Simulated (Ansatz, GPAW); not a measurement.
# Optical response of MoS3 (model structure), part 3 of 3

Aim: the dielectric function of MoS3 (model structure), and the optical constants that follow from it. The structure is a model built here, which may or may not match a known phase. It was built so: All O replaced by S and W replaced by Mo in the Pm-3m structure of WO3. The cell is first relaxed with Ansatz.

GPAW 26.7.0; DFT, PBE, plane-wave PAW (GPAW data sets), scalar-relativistic, RPA, optical limit.

So far. Step 3 (Ground state): There are states at the Fermi level within the smearing, so the occupations stay smeared and the carriers get a Drude term.

### Step 5. Dielectric function, RPA

Transitions between filled and empty bands, summed over the zone, give the optical response, so mesh, band count and broadening shape it.

The induced potential is part of this response.

This step: DFT, PBE, plane-wave PAW (GPAW data sets), scalar-relativistic, RPA, optical limit (GPAW 26.7.0).

The input, df.py:

```python
from gpaw.response.df import DielectricFunction

df = DielectricFunction('full.gpw', frequencies={'type': 'nonlinear', 'domega0': 0.03, 'omega2': 8},
                        ecut=30,
                        eta=0.05,
                        nbands=65,
                        rate=0.03,
                        txt='df.txt')
for direction in ['x']:
    df.get_dielectric_function(xc='RPA', direction=direction, filename=f'df_{direction}.csv')
```

Started as:

```sh
OMP_NUM_THREADS=1 python df.py
```

The log of the run:

```text
Using integrator: PointIntegrator
NonLinearFrequencyDescriptor(from 0.000 to 93.938 eV, 535 points)
Nonperiodic BCs:  [False False False]
Using integrator: PointIntegrator
NonLinearFrequencyDescriptor(from 0.000 to 93.938 eV, 535 points)
Nonperiodic BCs:  [False False False]
Using integrator: PointIntegrator

Calculating chi0 body with:
    Ground state adapter containing:
    Number of spins: 1
    Number of kpoints: 512
    Number of irreducible kpoints: 35
    Number of completely occupied states: 13
    Number of partially occupied states: 21

    Linear response parametrization:
    q_c: [0.0, 0.0, 0.0]
    Number of frequency points: 535
    Planewave cutoff: 30.0
    Number of bands: 65
    Number of planewaves: 33
    Broadening (eta): 0.05

Integrating chi0 body.

Symmetries of q_c:
    Direct symmetries (Uq -> q): 48
    Indirect symmetries (TUq -> q): 0
In total 48 allowed symmetries.

35 groups of equivalent kpoints. 93.1640625% reduction.

Integral kind: spectral function

Calculating chi0 optical extensions with:
    Ground state adapter containing:
    Number of spins: 1
    Number of kpoints: 512
    Number of irreducible kpoints: 35
    Number of completely occupied states: 13
    Number of partially occupied states: 21

    Linear response parametrization:
    Number of frequency points: 535
    Planewave cutoff: 30.0
    Number of bands: 65
    Number of planewaves: 33
    Broadening (eta): 0.05
Integrating chi0 head and wings.

Symmetries of q_c:
    Direct symmetries (Uq -> q): 48
    Indirect symmetries (TUq -> q): 0
In total 48 allowed symmetries.

35 groups of equivalent kpoints. 93.1640625% reduction.

Integral kind: spectral function wings

Calculating drude chi0 with:
    Number of frequency points:535
    Plasma frequency decay rate: 0.03 eV

    Ground state adapter containing:
    Number of spins: 1
    Number of kpoints: 512
    Number of irreducible kpoints: 35
    Number of completely occupied states: 13
    Number of partially occupied states: 21

Symmetries of q_c:
    Direct symmetries (Uq -> q): 48
    Indirect symmetries (TUq -> q): 0
In total 48 allowed symmetries.

35 groups of equivalent kpoints. 93.1640625% reduction.

Integral kind: intraband
Plasma frequency:
[[3.+0.j 0.+0.j 0.+0.j]
 [0.+0.j 3.+0.j 0.+0.j]
 [0.+0.j 0.+0.j 3.+0.j]]
```

Elapsed: 30 s, on 1 thread of Intel Xeon Platinum 8259CL at 2.50GHz (Skylake/Cascade Lake), shared host; peak memory 0.26 GiB.

Numbers from this step:

- centre of weight of the strongest loss peak in the window: 21.52 eV

Some rows of df_x.csv (energy; Re and Im without local fields; Re and Im with them):

```text
0.000000, 10073.326677, 0.000000, 10072.373337, 0.000000
0.555532, 1.412155, 9.887498, 0.234197, 9.687897
1.143969, 33.025118, 62.023084, 33.746818, 56.723531
1.768324, -14.901614, 10.403773, -14.860581, 10.882917
2.431988, -2.018042, 2.398254, -2.117117, 2.480073
3.138794, 0.076878, 3.626283, -0.101147, 3.739498
3.893091, 0.006426, 3.041753, -0.363007, 3.217876
4.699832, 1.066853, 4.232040, 0.602666, 4.627321
5.564682, 1.915618, 2.140709, 1.275350, 2.196570
6.494155, 0.227855, 0.648951, -0.608226, 0.664062
7.495775, 1.668202, 1.792550, 0.770306, 1.616528
8.578281, 1.773895, 2.443266, 0.951682, 2.185242
9.751884, 1.472667, 4.110067, 0.639947, 2.546539
11.028587, -0.055665, 3.039840, 0.128736, 1.944826
12.422601, 1.071304, 2.299776, 0.328416, 1.017940
13.950874, -0.584449, 2.548739, 0.472221, 1.314716
15.633783, -0.795306, 1.320407, 0.518768, 0.958335
17.496047, -0.450160, 0.546298, 0.382416, 0.845726
19.567954, -0.012914, 0.207945, 0.093619, 0.816040
21.887015, 0.236357, 0.142702, 0.296004, 0.545965
24.500258, 0.450947, 0.097274, 0.479413, 0.296359
```

The Im ε, E ∥ x has structure finer than the step of the table below, so its rows give means over 1 eV, whole bins alone (the curve runs from 0.305 to 25.0 eV). Peaks (eV: height): 0.7: 23.2, 1.2: 69.5.

Sum at mesh points, not converged in k. The Im ε, E ∥ x by photon energy; means over each step:

```tsv
photon energy (eV)	Im ε, E ∥ x
1	26.6
2	7.96
3	3.69
4	5.63
5	3.45
6	2.59
7	1.24
8	1.74
9	2.44
10	2.14
11	1.80
12	1.20
13	1.06
14	1.16
15	1.12
16	1.13
17	0.985
18	0.871
19	0.920
20	0.657
21	0.563
22	0.462
23	0.293
24	0.300
```

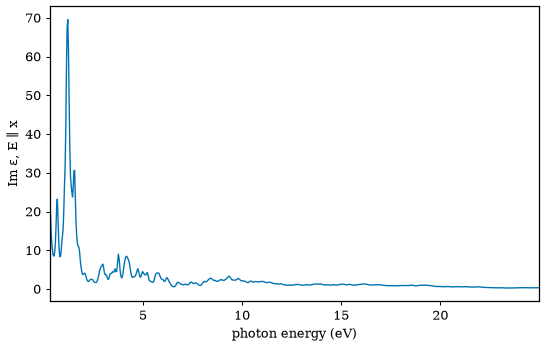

Im ε, E ∥ x, plotted against photon energy.

Values under 1 per cm are given as 1; sum at mesh points, not converged in k. Table of absorption coefficient, E ∥ x by photon energy:

```tsv
photon energy (eV)	absorption coefficient, E ∥ x (1/cm)
1.99	6.1e5
3.98	3.7e5
6.02	8.2e5
8.03	4.3e5
10.03	1.0e6
12.02	9.6e5
14.04	9.7e5
16.03	1.0e6
18.05	9.9e5
20.06	9.8e5
22.02	9.4e5
24.04	5.7e5
```

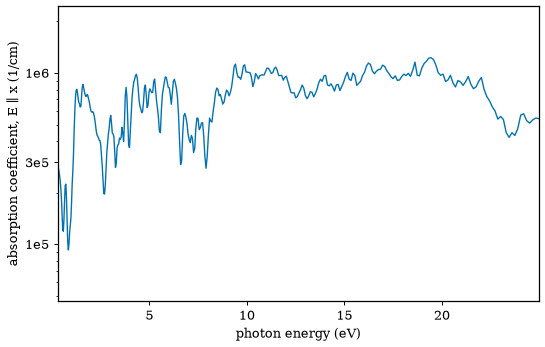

Absorption coefficient, E ∥ x, plotted against photon energy.

The reflectivity at normal incidence, E ∥ x has structure finer than the step of the table below, so its rows give means over 2 eV, whole bins alone (the curve runs from 0.305 to 25.0 eV). Peaks (eV: height): 0.7: 53.9, 1.3: 75.0, 1.9: 82.6, 3.8: 42.1, 4.4: 50.1, 5.3: 43.7, 6.4: 47.2.

Sum at mesh points, not converged in k. Reflectivity at normal incidence, E ∥ x against photon energy; means over each step:

```tsv
photon energy (eV)	reflectivity at normal incidence, E ∥ x (%)
2	58.7
4	29.9
6	27.7
8	9.89
10	17.1
12	14.4
14	8.46
16	9.71
18	9.22
20	11.3
22	9.25
```

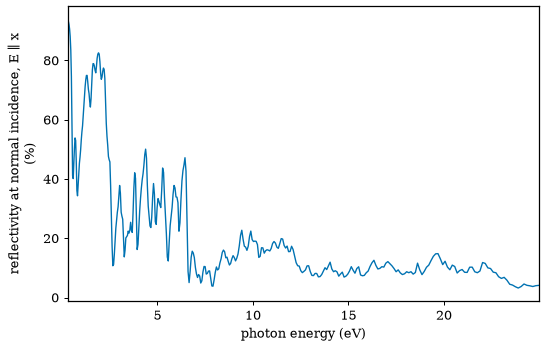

Reflectivity at normal incidence, E ∥ x against photon energy.

The Im ε, E ∥ x has structure finer than the step of the table below, so its rows give means over 2 eV, whole bins alone (the curve runs from 0.305 to 25.0 eV). Peaks (eV: height): without local fields 0.7: 23.8, 1.2: 71.7; with local fields 0.7: 23.2, 1.2: 69.5.

Sum at mesh points, not converged in k. Table of Im ε, E ∥ x by photon energy; means over each step:

```tsv
photon energy (eV)	without local fields	with local fields
2	15.0	14.8
4	4.47	4.72
6	2.25	2.35
8	2.11	1.74
10	3.38	2.20
12	2.22	1.31
14	2.62	1.11
16	1.14	1.12
18	0.441	0.887
20	0.231	0.706
22	0.139	0.450
```

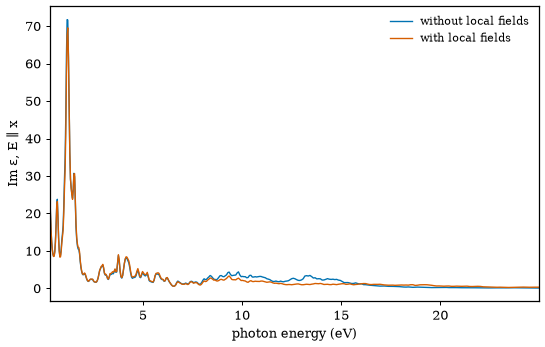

Im ε, E ∥ x, plotted against photon energy.

The loss function −Im 1/ε at q → 0, E ∥ x has structure finer than the step of the table below, so its rows give means over 2 eV, whole bins alone (the curve runs from 0.305 to 25.0 eV). Peaks (eV: height): 2.6: 0.607, 5.5: 0.555, 6.5: 1.66, 7.0: 0.812, 12.2: 0.967, 22.2: 1.92, 24.2: 1.05.

Sum at mesh points, not converged in k. Loss function −Im 1/ε at q → 0, E ∥ x against energy loss; means over each step:

```tsv
energy loss (eV)	loss function −Im 1/ε at q → 0, E ∥ x
2	0.115
4	0.207
6	0.466
8	0.402
10	0.444
12	0.752
14	0.724
16	0.770
18	0.957
20	1.29
22	1.57
```

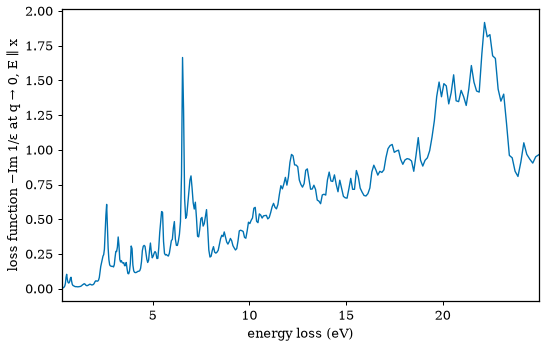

Loss function −Im 1/ε at q → 0, E ∥ x, plotted against energy loss.

Optical constants at common wavelengths, from n + ik = √ε:

```tsv
wavelength (nm)	n	k	R (%)	1/α
800	3.01	5.088	71.3	13 nm
532	0.64	1.826	57.4	23 nm
450	1.81	0.867	16.3	41 nm
365	1.81	1.108	20.7	26 nm
308	2.24	1.139	24.0	22 nm
248	1.40	1.551	31.5	13 nm
193	0.47	1.150	46.4	13 nm
```

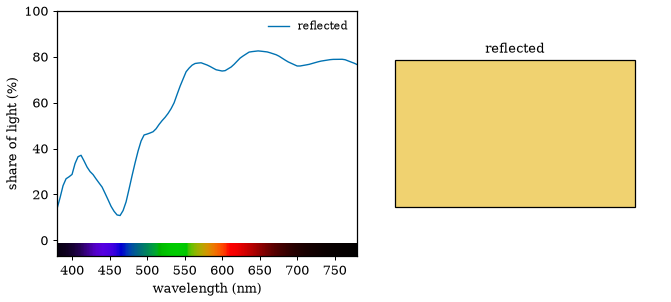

Light reflected across the visible range, with the colour that it makes of daylight (sRGB).

A polished face would reflect 66 % of daylight and look yellow (CIE x = 0.406, y = 0.432 under D65).

### Step 6. What came out

| Property | Result |
| --- | --- |
| centre of weight of the strongest loss peak in the window, first axis | 21.5 eV |

What this shows: At this level (PBE, RPA) MoS3 is a metal. The mesh is too coarse to trust the carriers' weight, the reflectivity or the colour to better than tens of per cent. The cell shrank by 9.4 % in volume. A polished face would reflect 66 % of daylight and look yellow (CIE x = 0.406, y = 0.432 under D65). The carriers' damping of 0.03 eV is typed, not computed; it shapes the response at the lowest energies. The run has no spin polarisation; magnetic order or correlation, untested here, could change the spectrum. In this version of GPAW the matrix elements of the optical limit are incomplete, which can lower ε − 1 by up to a tenth where first-row anions or d states rule, and shift it by more in d metals. GPAW's carrier term has the form −ωp²/(ω + i·rate)², which damps like twice the rate and fails at low energy, so the curves leave the lowest energies out. The sum runs over mesh points 0.17 Å⁻¹ apart with no interpolation, so peaks are partly noise of the mesh, and the Drude plasma energy, a sum over the Fermi surface, isn't converged.

[Machine, clock and banner lines and Python warnings are left out of the logs.]

[Logs are printed without paths, hosts, clocks, repeated set-up lines and the standing remarks that a program may print on its own settings, such as how far it seeks lower states.]

[Hosts, paths, dates, database ids (printed as entryN), source tags and the programs' standing remarks are cut or masked in the printed files.]
